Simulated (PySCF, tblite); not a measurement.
**C₃H₁₂B₂N₂: infrared bands, NMR shifts, spin-spin couplings and electronic excitations in gas and solvents, part 1 of 3**

Aim: compute the infrared bands, NMR shifts, spin-spin couplings and electronic excitations of C₃H₁₂B₂N₂ (`C=C[B@@H-]1[NH2+][BH2-][N@H+]1C`), and see what a dielectric continuum does where one was used.

Computed with tblite 0.8.0 and PySCF 2.14.0, with density-fitted response routines of our own, on a single molecule, in the gas phase or a continuum. Atoms count from 0, in the outputs and in this text.

## (1) The starting structure

19 atoms, charge 0, multiplicity 1; geometry from: force field or distance geometry start.

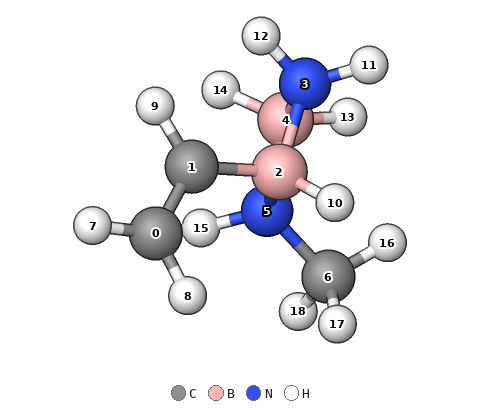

The starting geometry (carbon grey, boron pink, nitrogen blue, hydrogen white), atoms numbered.

## (2) Relaxing the molecule with GFN2-xTB

The job: settings as JSON, then the geometry in Å.

```
{"job": {"kind": "relax", "xc": "GFN2-xTB", "basis": "xTB"}, "charge": 0, "multiplicity": 1}
C      2.641700    -0.688800     0.036700
C      1.748600     0.306700     0.161800
B      0.362000     0.309800    -0.514200
N     -0.371300     1.618700    -0.255600
B     -1.315200     0.846100     0.668200
N     -0.648600    -0.491400     0.314900
C     -1.464400    -1.408400    -0.426000
H      3.615800    -0.632900     0.554700
H      2.428100    -1.553900    -0.565100
H      2.029100     1.142600     0.801000
H      0.406100     0.048800    -1.654700
H     -0.851200     2.051800    -1.060200
H      0.222300     2.286100     0.271600
H     -2.445800     0.922300     0.306700
H     -1.118400     1.100600     1.813000
H     -0.220100    -0.919000     1.203100
H     -2.275200    -0.816500    -0.871500
H     -0.865100    -1.997200    -1.130400
H     -1.888300    -2.116100     0.338800
```

Started as:

```console
$ OMP_NUM_THREADS=1 python probes_run.py task.json out
```

One launch serves the whole session: the jobs run in the order shown.

The log of the run:

```text
step      E/eV     max force
  0    -567.76804    2.543
  1    -568.02939    1.503
  2    -568.09578    0.810
  3    -568.18039    0.749
  4    -568.24639    0.486
  5    -568.26767    0.413
  6    -568.28596    0.288
  7    -568.29667    0.226
  8    -568.30574    0.190
  9    -568.31054    0.136
 10    -568.31330    0.122
 11    -568.31551    0.113
 12    -568.31795    0.130
 13    -568.32020    0.126
 14    -568.32216    0.088
 15    -568.32396    0.092
 16    -568.32570    0.094
 17    -568.32728    0.090
 18    -568.32863    0.085
 19    -568.32992    0.088
 20    -568.33143    0.097
 21    -568.33318    0.120
 22    -568.33490    0.103
 23    -568.33637    0.087
 24    -568.33773    0.085
 25    -568.33932    0.105
 26    -568.34138    0.143
 27    -568.34388    0.137
 28    -568.34662    0.131
 29    -568.34944    0.101
 30    -568.35210    0.120
 31    -568.35450    0.123
 32    -568.35666    0.112
 33    -568.35786    0.142
 34    -568.35917    0.155
 35    -568.36028    0.091
 36    -568.36121    0.040
 37    -568.36163    0.039
 38    -568.36205    0.046
 39    -568.36233    0.038
 40    -568.36263    0.039
 41    -568.36297    0.054
 42    -568.36335    0.065
 43    -568.36369    0.059
 44    -568.36398    0.048
 45    -568.36425    0.044
 46    -568.36451    0.047
 47    -568.36477    0.050
 48    -568.36501    0.049
 49    -568.36526    0.058
 50    -568.36554    0.057
 51    -568.36579    0.041
 52    -568.36594    0.024
 53    -568.36603    0.026
 54    -568.36611    0.030
 55    -568.36617    0.025
 56    -568.36623    0.018
 57    -568.36628    0.022
 58    -568.36635    0.026
 59    -568.36644    0.027
 60    -568.36653    0.019
 61    -568.36662    0.022
 62    -568.36670    0.018
 63    -568.36677    0.024
 64    -568.36685    0.023
 65    -568.36695    0.029
 66    -568.36707    0.031
 67    -568.36721    0.031
 68    -568.36734    0.033
 69    -568.36744    0.022
 70    -568.36753    0.022
 71    -568.36760    0.022
 72    -568.36767    0.020
 73    -568.36773    0.015
 74    -568.36778    0.019
 75    -568.36785    0.022
 76    -568.36795    0.030
 77    -568.36813    0.043
 78    -568.36842    0.047
 79    -568.36882    0.046
 80    -568.36927    0.049
 81    -568.36971    0.045
 82    -568.37010    0.041
 83    -568.37052    0.040
 84    -568.37105    0.064
 85    -568.37150    0.099
 86    -568.37112    0.130
 87    -568.37251    0.045
 88    -568.37283    0.037
 89    -568.37318    0.027
 90    -568.37329    0.028
 91    -568.37355    0.034
 92    -568.37381    0.037
 93    -568.37409    0.033
 94    -568.37442    0.048
 95    -568.37482    0.051
 96    -568.37526    0.060
 97    -568.37556    0.047
 98    -568.37583    0.054
 99    -568.37607    0.033
100    -568.37633    0.037
101    -568.37662    0.041
102    -568.37706    0.043
103    -568.37751    0.036
104    -568.37790    0.042
105    -568.37818    0.040
106    -568.37843    0.036
107    -568.37869    0.037
108    -568.37896    0.046
109    -568.37926    0.034
110    -568.37956    0.034
111    -568.37980    0.030
112    -568.37998    0.029
113    -568.38015    0.029
114    -568.38029    0.023
115    -568.38040    0.021
116    -568.38050    0.020
117    -568.38062    0.027
118    -568.38077    0.031
119    -568.38091    0.027
120    -568.38103    0.020
121    -568.38112    0.018
122    -568.38123    0.026
123    -568.38143    0.043
124    -568.38178    0.060
125    -568.38234    0.067
126    -568.38304    0.057
127    -568.38379    0.069
128    -568.38456    0.067
129    -568.38475    0.149
130    -568.38612    0.080
131    -568.38742    0.080
132    -568.39172    0.124
133    -568.39338    0.090
134    -568.39510    0.110
135    -568.39650    0.091
136    -568.39789    0.177
137    -568.39898    0.136
138    -568.39970    0.064
139    -568.40023    0.064
140    -568.40104    0.079
141    -568.40146    0.054
142    -568.40212    0.060
143    -568.40252    0.034
144    -568.40270    0.036
145    -568.40281    0.035
146    -568.40290    0.018
147    -568.40296    0.025
148    -568.40305    0.024
149    -568.40311    0.027
150    -568.40318    0.026
151    -568.40325    0.023
152    -568.40335    0.020
153    -568.40346    0.021
154    -568.40355    0.022
155    -568.40360    0.021
156    -568.40365    0.012
157    -568.40369    0.014
158    -568.40372    0.020
159    -568.40375    0.017
160    -568.40376    0.008
```

Wall time 0.75 s (1 thread of Arm Neoverse V2, shared host); peak memory 0.18 GiB.

Step by step: (not every step is listed)

| step | energy from step 0 (eV) | largest force (eV/Å) |
| --- | --- | --- |
| 0 | 0.0000 | 2.5433 |
| 1 | -0.2613 | 1.5031 |
| 2 | -0.3277 | 0.8100 |
| 3 | -0.4123 | 0.7490 |
| 4 | -0.4783 | 0.4865 |
| 5 | -0.4996 | 0.4129 |
| 6 | -0.5179 | 0.2879 |
| 7 | -0.5286 | 0.2262 |
| 8 | -0.5377 | 0.1903 |
| 22 | -0.5669 | 0.1032 |
| 36 | -0.5932 | 0.0404 |
| 50 | -0.5975 | 0.0572 |
| 64 | -0.5988 | 0.0232 |
| 78 | -0.6004 | 0.0467 |
| 92 | -0.6058 | 0.0367 |
| 106 | -0.6104 | 0.0364 |
| 120 | -0.6130 | 0.0197 |
| 134 | -0.6271 | 0.1097 |
| 148 | -0.6350 | 0.0242 |
| 155 | -0.6356 | 0.0207 |
| 156 | -0.6356 | 0.0121 |
| 157 | -0.6356 | 0.0137 |
| 158 | -0.6357 | 0.0197 |
| 159 | -0.6357 | 0.0172 |
| 160 | -0.6357 | 0.0078 |

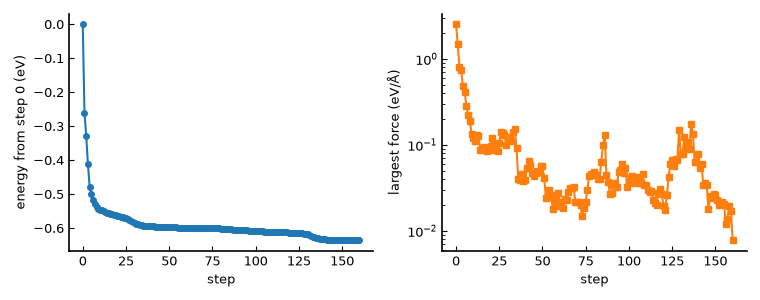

Energy and force, step by step.

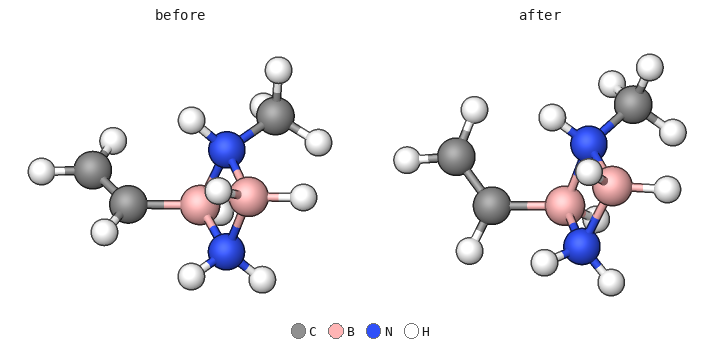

The geometry before (left) and after (right).

Close pairs (by a distance rule), those that changed most:

| bond | before (Å) | after (Å) | change (Å) |
| --- | --- | --- | --- |
| B2–N3 | 1.522 | 1.591 | +0.069 |
| N5–H15 | 1.075 | 1.014 | -0.061 |
| N3–B4 | 1.530 | 1.589 | +0.059 |
| B4–N5 | 1.536 | 1.590 | +0.054 |
| C1–B2 | 1.543 | 1.595 | +0.052 |
| B2–N5 | 1.533 | 1.585 | +0.052 |
| C6–H18 | 1.125 | 1.092 | -0.033 |
| N3–H12 | 1.037 | 1.012 | -0.025 |

The end geometry stands in the next job.

## (3) Harmonic vibrations with GFN2-xTB

The job: settings as JSON, then the geometry in Å.

```
{"job": {"kind": "ir", "xc": "GFN2-xTB", "basis": "xTB"}, "charge": 0, "multiplicity": 1}
C      2.488569    -0.717973     0.276099
C      1.869120     0.346254    -0.210514
B      0.329219     0.463827    -0.608628
N     -0.348223     1.759887     0.018062
B     -1.394594     0.800707     0.731814
N     -0.619214    -0.491936     0.227447
C     -1.356796    -1.538751    -0.463181
H      3.543729    -0.734880     0.506537
H      1.970954    -1.648491     0.460816
H      2.480159     1.230453    -0.379521
H      0.119343     0.384858    -1.776054
H     -0.737835     2.419356    -0.642303
H      0.249071     2.270388     0.655976
H     -2.469805     0.884324     0.238891
H     -1.377471     0.911528     1.915094
H     -0.100997    -0.919245     0.986423
H     -1.921066    -1.095027    -1.280489
H     -0.675718    -2.285017    -0.877430
H     -2.058251    -2.031010     0.213500
```

The log of the run:

```text
mode    cm-1     km/mol
  1      61.1     13.30
  2      75.7      5.60
  3     155.0      1.77
  4     212.5      0.15
  5     228.6      4.85
  6     310.8      1.89
  7     366.6      3.66
  8     441.4      3.95
  9     508.0      1.04
 10     580.5      0.46
 11     681.8      7.52
 12     745.2     11.11
 13     751.0      1.31
 14     789.0     32.21
 15     837.5     27.06
 16     892.9     13.54
 17     895.3      4.81
 18     908.8     21.63
 19     916.4     48.70
 20     986.4      4.20
 21    1001.3     57.47
 22    1022.2     75.76
 23    1037.0     34.09
 24    1049.2     43.57
 25    1054.7      8.42
 26    1078.5    181.10
 27    1084.6     52.19
 28    1127.2    142.47
 29    1152.0     43.50
 30    1168.3     95.99
 31    1234.2    108.14
 32    1297.5      1.77
 33    1335.1     44.09
 34    1416.0      0.28
 35    1439.9      1.09
 36    1485.0      2.15
 37    1494.1      7.26
 38    1521.6     42.77
 39    1688.5      0.91
 40    2473.8    173.16
 41    2479.1    226.70
 42    2509.1    210.73
 43    2978.4     47.83
 44    2986.1     28.13
 45    2987.6    101.68
 46    3039.0     20.42
 47    3061.1     55.28
 48    3068.5    108.25
 49    3389.9      1.05
 50    3435.8      0.21
 51    3447.9      0.15
```

It took 0.45 s on 1 thread of Arm Neoverse V2, shared host; peak memory 0.18 GiB.

The strongest bands and the atoms that carry them (share of the mass-weighted mode):

| cm⁻¹ | km/mol | atoms |
| --- | --- | --- |
| 1078 | 181.1 | H14 35 %, H13 28 %, B4 19 % |
| 1127 | 142.5 | H10 24 %, B2 23 % |
| 1234 | 108.1 | H14 45 %, H13 44 % |
| 2474 | 173.2 | H10 92 % |
| 2479 | 226.7 | H14 92 % |
| 2509 | 210.7 | H13 92 % |
| 2988 | 101.7 | H9 89 % |
| 3068 | 108.2 | H7 70 %, H8 19 % |

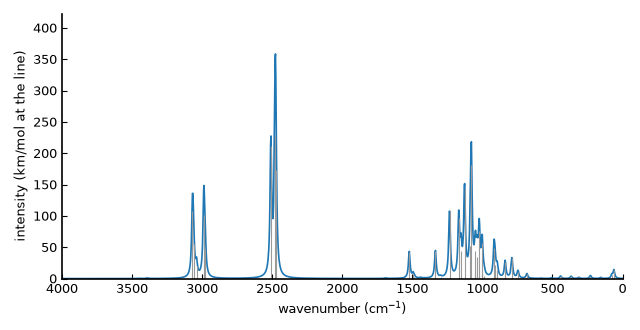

The infrared spectrum from these modes, unscaled. Lines are broadened to a width of 14 cm⁻¹ (Lorentzian).

## (4) Relaxing the molecule at PBE0-D3(BJ)/def2-SVP

The job: settings as JSON, then the geometry in Å.

```
{"job": {"xc": "PBE0", "basis": "def2-SVP", "d3": "d3bj", "grid": 1, "shake": 0.01, "kind": "geom"}, "charge": 0, "multiplicity": 1}
C      2.508980    -0.743530     0.280280
C      1.863440     0.341730    -0.212670
B      0.309020     0.461510    -0.617280
N     -0.314990     1.762140     0.014540
B     -1.397410     0.794030     0.721260
N     -0.623120    -0.487120     0.225060
C     -1.347220    -1.540750    -0.462940
H      3.559190    -0.729430     0.501480
H      1.969130    -1.643090     0.480170
H      2.477460     1.228020    -0.369500
H      0.110480     0.381940    -1.767230
H     -0.732030     2.420270    -0.635600
H      0.220790     2.280600     0.646380
H     -2.486490     0.887090     0.245900
H     -1.381920     0.900760     1.915360
H     -0.101520    -0.905190     0.993900
H     -1.919130    -1.083910    -1.282540
H     -0.684980    -2.279180    -0.871600
H     -2.060400    -2.038840     0.215790
```

The log of the run:

```text
step   0  E = -280.27212276  max force = 0.038374
step   1  E = -280.27909575  max force = 0.008268
step   2  E = -280.27945647  max force = 0.001714
step   3  E = -280.27951523  max force = 0.002075
step   4  E = -280.27955260  max force = 0.001318
step   5  E = -280.27956426  max force = 0.000458
step   6  E = -280.27958553  max force = 0.001424
step   7  E = -280.27960329  max force = 0.001467
step   8  E = -280.27962182  max force = 0.001382
step   9  E = -280.27963014  max force = 0.000797
step  10  E = -280.27963659  max force = 0.000451
step  11  E = -280.27963968  max force = 0.000515
step  12  E = -280.27964031  max force = 0.000843
step  13  E = -280.27964015  max force = 0.000581
step  14  E = -280.27963971  max force = 0.000152
optimisation converged
```

Run time: 2.4 min. Hardware: 1 thread of Arm Neoverse V2, shared host; peak memory 0.66 GiB.

Relaxation path:

| step | energy from step 0 (eV) | largest force component (eV/Å) |
| --- | --- | --- |
| 0 | 0.0000 | 1.9733 |
| 1 | -0.1897 | 0.4252 |
| 2 | -0.1996 | 0.0881 |
| 3 | -0.2012 | 0.1067 |
| 4 | -0.2022 | 0.0678 |
| 5 | -0.2025 | 0.0236 |
| 6 | -0.2031 | 0.0732 |
| 7 | -0.2036 | 0.0754 |
| 8 | -0.2041 | 0.0711 |
| 9 | -0.2043 | 0.0410 |
| 10 | -0.2045 | 0.0232 |
| 11 | -0.2045 | 0.0265 |
| 12 | -0.2046 | 0.0433 |
| 13 | -0.2046 | 0.0299 |
| 14 | -0.2045 | 0.0078 |

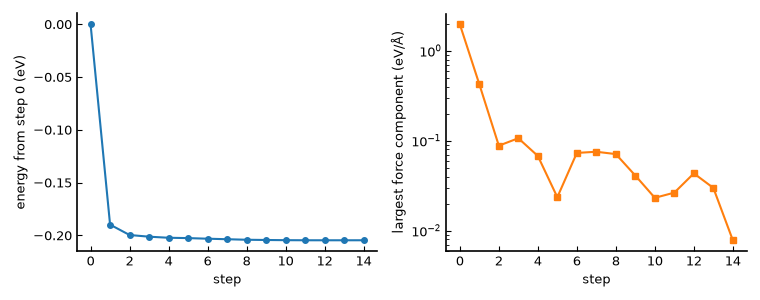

Energy and force, step by step.

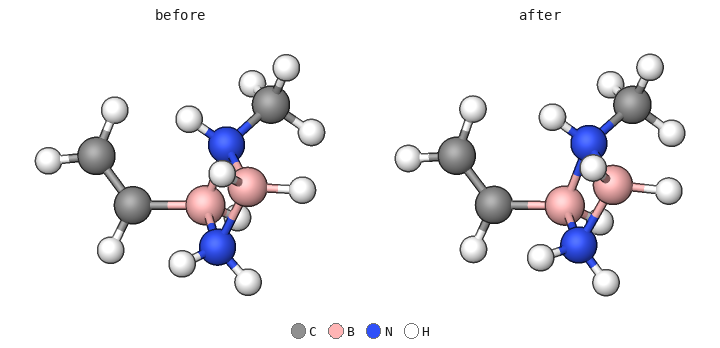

Before and after, at one scale.

Distances of close pairs at the start and the end, largest changes first:

| bond | before (Å) | after (Å) | change (Å) |
| --- | --- | --- | --- |
| B2–H10 | 1.170 | 1.223 | +0.053 |
| N3–H12 | 0.977 | 1.017 | +0.040 |
| C0–H8 | 1.068 | 1.099 | +0.031 |
| B2–N3 | 1.575 | 1.603 | +0.029 |
| C6–H17 | 1.073 | 1.101 | +0.028 |
| B4–H13 | 1.192 | 1.218 | +0.026 |
| C1–B2 | 1.611 | 1.588 | -0.022 |
| C0–H7 | 1.073 | 1.095 | +0.022 |

The next job starts from the end point, and lists it.

| at the end point | value |
| --- | --- |
| point group (found at 0.08 Å tolerance) | C1 |
| rotational constants (GHz, main isotopes) | 3.369, 2.169, 1.541 |
| dipole moment (D) | 0.57 |

## (5) NMR shieldings: PBE0/pcSseg-1

The job: settings as JSON, then the geometry in Å.

```
{"job": {"kind": "nmr", "xc": "PBE0", "basis": "pcSseg-1"}, "charge": 0, "multiplicity": 1}
C      2.458021    -0.659133     0.448076
C      1.884753     0.347899    -0.221030
B      0.343311     0.501591    -0.571332
N     -0.352789     1.773240     0.113653
B     -1.453122     0.757370     0.664829
N     -0.618421    -0.514752     0.184833
C     -1.282282    -1.565318    -0.575564
H      3.534902    -0.709762     0.642062
H      1.878353    -1.511465     0.828592
H      2.558095     1.142487    -0.578105
H      0.092453     0.501356    -1.767860
H     -0.695817     2.484233    -0.524848
H      0.204678     2.226649     0.833895
H     -2.488858     0.854173     0.030604
H     -1.586657     0.809698     1.875858
H     -0.130613    -0.930996     0.977259
H     -1.806820    -1.113486    -1.426738
H     -0.550953    -2.291441    -0.962381
H     -2.020677    -2.094198     0.046319
```

Method: GIAO PBE0/pcSseg-1 NMR shielding, non-relativistic, gas phase.

The log of the run:

```text
coarse grid: 15000 points
cycle   1  E = -280.3396576365  dE =  6.073e-01  |g| = 4.378e-01  |ddm| = 3.614e+00
cycle   2  E = -280.3428471723  dE = -3.190e-03  |g| = 4.515e-01  |ddm| = 9.173e-01
cycle   3  E = -280.3968716388  dE = -5.402e-02  |g| = 7.920e-02  |ddm| = 4.932e-01
cycle   4  E = -280.3980990140  dE = -1.227e-03  |g| = 3.946e-02  |ddm| = 9.024e-02
cycle   5  E = -280.3984791815  dE = -3.802e-04  |g| = 7.174e-03  |ddm| = 3.217e-02
cycle   6  E = -280.3984907937  dE = -1.161e-05  |g| = 3.124e-03  |ddm| = 8.348e-03
cycle   7  E = -280.3984927709  dE = -1.977e-06  |g| = 5.109e-04  |ddm| = 2.104e-03
final grid: 142488 points
cycle   8  E = -280.4298277609  dE = -5.797e-05  |g| = 8.904e-03  |ddm| = 3.304e-02
cycle   9  E = -280.4298215061  dE =  6.255e-06  |g| = 1.049e-02  |ddm| = 1.763e-02
cycle  10  E = -280.4298479553  dE = -2.645e-05  |g| = 1.132e-03  |ddm| = 9.398e-03
cycle  11  E = -280.4298482306  dE = -2.753e-07  |g| = 2.538e-04  |ddm| = 9.027e-04
cycle  12  E = -280.4298482430  dE = -1.238e-08  |g| = 1.179e-04  |ddm| = 2.669e-04
cycle  13  E = -280.4298482464  dE = -3.376e-09  |g| = 2.948e-05  |ddm| = 1.081e-04
cycle  14  E = -280.4298482466  dE = -2.010e-10  |g| = 5.586e-06  |ddm| = 2.462e-05
converged SCF energy = -280.4298482466

GIAO shielding tensors (ppm)
atom      isotropic    diamagn.    paramagn.     s11        s22        s33       span
  0 C       60.917     256.159    -195.241    -58.414     73.918    167.248    225.663
  1 C       27.403     258.957    -231.555   -106.629     19.601    169.236    275.865
  2 B      108.298     187.886     -79.588     98.299    103.202    123.394     25.095
  3 N      235.649     320.266     -84.617    214.754    232.366    259.828     45.074
  4 B      111.991     191.148     -79.157    100.398    106.633    128.942     28.544
  5 N      235.327     323.459     -88.132    218.553    223.085    264.344     45.791
  6 C      144.987     243.643     -98.657    121.995    131.127    181.839     59.843
  7 H       25.616      28.683      -3.066     23.050     24.556     29.243      6.192
  8 H       26.041      34.009      -7.968     22.858     24.903     30.361      7.502
  9 H       24.716      30.652      -5.936     21.675     25.369     27.104      5.429
 10 H       27.875      31.543      -3.668     25.971     27.656     29.999      4.028
 11 H       29.603      30.714      -1.111     22.781     26.005     40.023     17.242
 12 H       30.245      31.817      -1.572     24.699     26.698     39.337     14.638
 13 H       28.169      30.714      -2.544     24.596     28.906     31.006      6.411
 14 H       28.083      30.362      -2.279     24.423     27.904     31.921      7.498
 15 H       29.718      36.213      -6.495     23.292     27.236     38.625     15.333
 16 H       28.878      29.271      -0.393     25.020     27.441     34.175      9.155
 17 H       28.905      29.309      -0.404     23.952     27.173     35.592     11.640
 18 H       28.866      28.104       0.762     24.666     26.182     35.749     11.083
```

Wall time 21 s (1 thread of Arm Neoverse V2, shared host); peak memory 1 GiB.

Shifts follow as δ = σ(reference) − σ, with reference shieldings (ppm) from runs at the same level and on the same kind of geometry: 1H TMS 31.27, 13C TMS 184.4, 15N NH3 265.7, 11B BF3·OEt2 100.7. The references are single molecules in the gas phase, so shifts against H2O, NH3, PH3, H3PO4 or CFCl3 are not on the usual liquid scales and can be off by tens of ppm. Atoms listed in one row are averaged.

| atoms | environment | σ (ppm) | δ (ppm) | δ scaled to CDCl3 |
| --- | --- | --- | --- | --- |
| C1 | alkene CH | 27.4 | 157.0 | 151.9 |
| C0 | terminal =CH2 carbon | 60.9 | 123.5 | 119.4 |
| C6 | methyl carbon bonded to N | 145.0 | 39.4 | 37.8 |
| H9 | hydrogen on an alkene CH | 24.72 | 6.55 | 6.42 |
| H7 | hydrogen on a terminal =CH2 carbon | 25.62 | 5.65 | 5.57 |
| H8 | hydrogen on a terminal =CH2 carbon | 26.04 | 5.23 | 5.17 |
| H10 | hydrogen on a boron bonded to C, 2 N, in a 4-membered ring | 27.88 | 3.39 | – |
| H14 | hydrogen on a boron bonded to 2 N, in a 4-membered ring | 28.08 | 3.18 | – |
| H13 | hydrogen on a boron bonded to 2 N, in a 4-membered ring | 28.17 | 3.10 | – |
| H16, H17, H18 | hydrogen on a methyl carbon bonded to N | 28.88 | 2.38 | 2.48 |
| H11 | hydrogen on a donor nitrogen of a Lewis adduct | 29.60 | 1.66 | – |
| H15 | hydrogen on a donor nitrogen of a Lewis adduct | 29.72 | 1.55 | – |
| H12 | hydrogen on a donor nitrogen of a Lewis adduct | 30.25 | 1.02 | – |
| B2 | boron bonded to C, 2 N, H, in a 4-membered ring | 108.3 | -7.6 | – |
| B4 | boron bonded to 2 N, 2 H, in a 4-membered ring | 112.0 | -11.3 | – |
| N5 | donor nitrogen of a Lewis adduct | 235.3 | 30.3 | – |
| N3 | donor nitrogen of a Lewis adduct | 235.6 | 30.0 | – |

The scaled column applies a straight-line fit of computed shieldings to shifts measured in CDCl3 (root-mean-square error 0.21 ppm for H, 2.0 ppm for C).

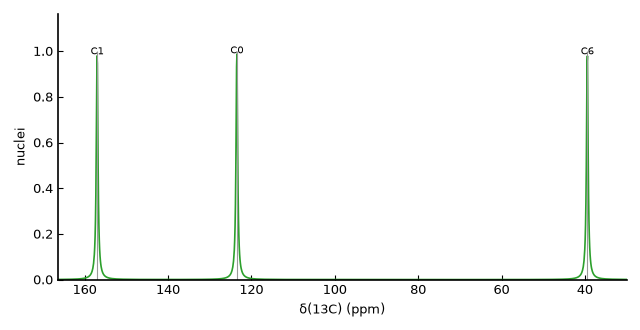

13C lines at the computed shifts, without couplings. Lines are broadened to a width of 0.47 ppm (Lorentzian).

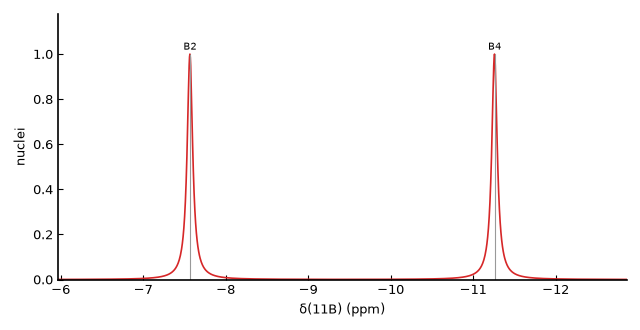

11B lines at the computed shifts, without couplings. Lines are broadened to a width of 0.08 ppm (Lorentzian).

Charges from the same density, by scheme (e):

| atoms | Mulliken | IAO | Hirshfeld | ESP fit |
| --- | --- | --- | --- | --- |
| C0 | -0.23 | -0.32 | -0.12 | -0.43 |
| C1 | -0.40 | -0.25 | -0.12 | -0.22 |
| B2 | 0.40 | 0.05 | 0.07 | 0.13 |
| N3 | -0.47 | -0.42 | -0.13 | -0.49 |
| B4 | 0.05 | -0.09 | 0.03 | 0.05 |
| N5 | -0.58 | -0.27 | -0.08 | 0.12 |
| C6 | -0.09 | -0.29 | -0.05 | -0.48 |

Mulliken charges:

C0 -0.23; C1 -0.40; B2 0.40; N3 -0.47; B4 0.05; N5 -0.58; C6 -0.09; H7 0.12; H8 0.09; H9 0.10; H10 0.00; H11 0.22; H12 0.21; H13 -0.02; H14 -0.01; H15 0.23; H16 0.13; H17 0.12; H18 0.12

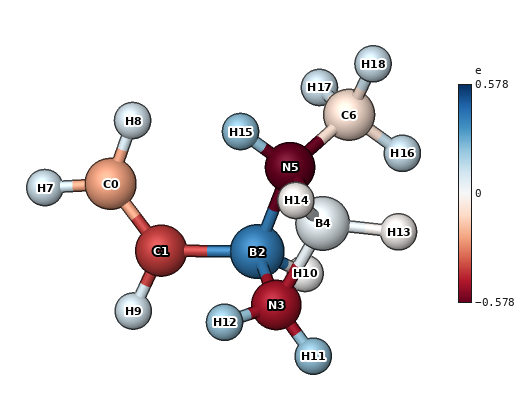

Mulliken charges, as colours on the atoms.

Mayer bond orders: C0–C1 1.99, C1–B2 0.93, B2–N3 0.70, N3–B4 0.73, B4–N5 0.71, N5–C6 0.95, N5–B2 0.69.

Ring of atoms B2, N3, B4, N5: NICS(0) -6.4, NICS(1) -1.3, NICS(1)zz 1.5 ppm (means of both faces).

(Continued in part 2 of 3.)
